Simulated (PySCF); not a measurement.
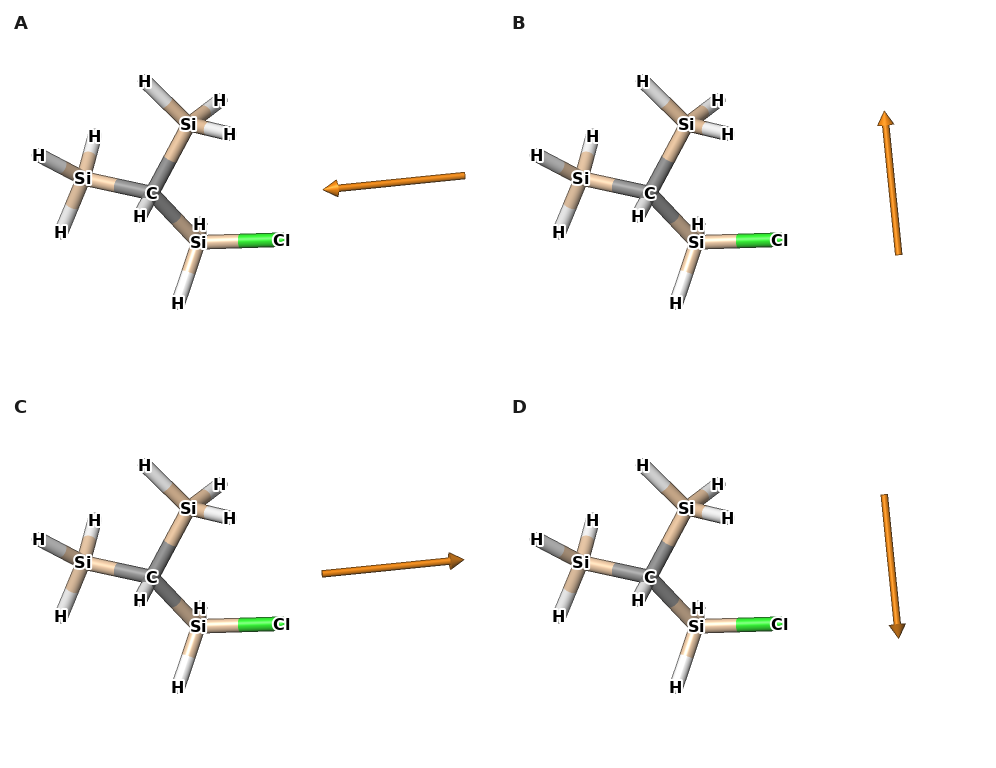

The same molecule four times, each with an arrow. Computed geometry: PBE0-D3(BJ)/def2-SVP optimisation. No frequency run is at hand to confirm it as a minimum. Method: PBE0/cc-pVTZ, gas phase (PySCF 2.14.0).

**Which arrow points along the dipole moment, from the negative to the positive end?**

A. The dipole moment is 1.49 D.
